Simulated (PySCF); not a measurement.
# USVWN5/cc-pVTZ run of PH2 (SMILES [PH2])

Aim: the energy change on altering one bond length of PH2 at USVWN5/cc-pVTZ, from 2 runs. Input form: a Python script.

The results are computed with PySCF 2.14.0.

3 further runs of the same task are left out: 3 set aside as unsound or not needed.

## Step 1: Starting point

The species is PH2 (3 atoms), meant as a doublet with charge 0. SMILES: `[PH2]`. The coordinates come from a PBE0-D4/def2-TZVP relaxation.

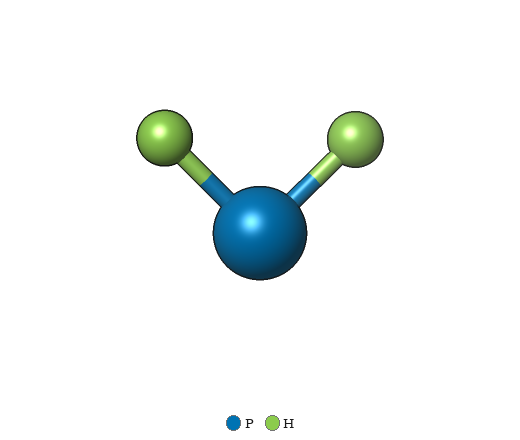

Viewed from a chosen angle; phosphorus blue, hydrogen green.

## Step 2: The energy at USVWN5/cc-pVTZ

The input, run.py:

```python
from pyscf import gto, dft

mol = gto.M(
    atom='P 0.525730 -0.309370 0.258210; H 0.114640 1.051490 0.176750; H -0.640370 -0.742120 -0.434970',
    max_memory=1860,
    verbose=3,
    spin=1,
    basis='cc-pvtz',
)

mf = dft.UKS(mol, xc='svwn')
mf.grids.level = 5
mf.conv_tol = 1e-10
mf.kernel()
if not mf.converged:
    mf = mf.newton().run(mf.mo_coeff, mf.mo_occ)

etot = mf.e_tot
print('E = %.10f Eh' % etot)
```

Command:

```sh
OMP_NUM_THREADS=1 python run.py
```

Standard output:

```text
converged SCF energy = -341.226503401521  <S^2> = 0.75235344  2S+1 = 2.0023521
E = -341.2265034015 Eh
```

Wall time 3.6 s (1 thread of Arm Neoverse V2, shared host); peak memory 0.19 GiB.

## Step 3: The distorted shape, same level

The input, job.py:

```python
from pyscf import gto, dft

system = gto.Mole()
system.atom = [
    ('P', (1.019026, -1.942362, 0.355960)),
    ('H', (0.114640, 1.051490, 0.176750)),
    ('H', (-0.147074, -2.375112, -0.337220)),
]
system.max_memory = 1860
system.basis = 'cc-pvtz'
system.charge = 0
system.verbose = 3
system.spin = 1
system.build()

calc0 = dft.UKS(system, xc='svwn')
calc0.grids.level = 5
calc0.conv_tol = 1e-10
calc0.kernel()
if not calc0.converged:
    calc0 = calc0.newton().run(calc0.mo_coeff, calc0.mo_occ)

e_final = calc0.e_tot
print(f'total energy: {e_final:.8f} hartree')
```

Command:

```sh
OMP_NUM_THREADS=1 python job.py
```

Standard output:

```text
converged SCF energy = -341.093258471255  <S^2> = 1.5168575  2S+1 = 2.6584639
total energy: -341.09325847 hartree
```

Run time: 4.8 s. Hardware: 1 thread of Arm Neoverse V2, shared host; peak memory 0.19 GiB.

## Step 4: Summary of results

Level: USVWN5/cc-pVTZ.

```
                                                         quantity          value
                                        first shape: total energy  -341.22650 Eh
                                       first shape: dipole moment         0.69 D
                  first shape: HOMO energy (highest over α and β)       -5.95 eV
                   first shape: LUMO energy (lowest over α and β)       -4.61 eV
                                                first shape: ⟨S²⟩          0.752
                                    distorted shape: total energy  -341.09326 Eh
                                   distorted shape: dipole moment         0.64 D
              distorted shape: HOMO energy (highest over α and β)       -6.21 eV
               distorted shape: LUMO energy (lowest over α and β)       -4.50 eV
                                            distorted shape: ⟨S²⟩          1.517
energy change with the P1–H2 bond stretched from 1.424 to 3.133 Å       3.626 eV
```

**Reading.** With the P1–H2 bond stretched from 1.424 to 3.133 Å the energy rises by 3.63 eV (84 kcal/mol). The first shape isn't relaxed at this level, so the change isn't measured from a minimum. ⟨S²⟩ (distorted shape) is 1.52 where a pure doublet has 0.75: the reference is spin-contaminated.
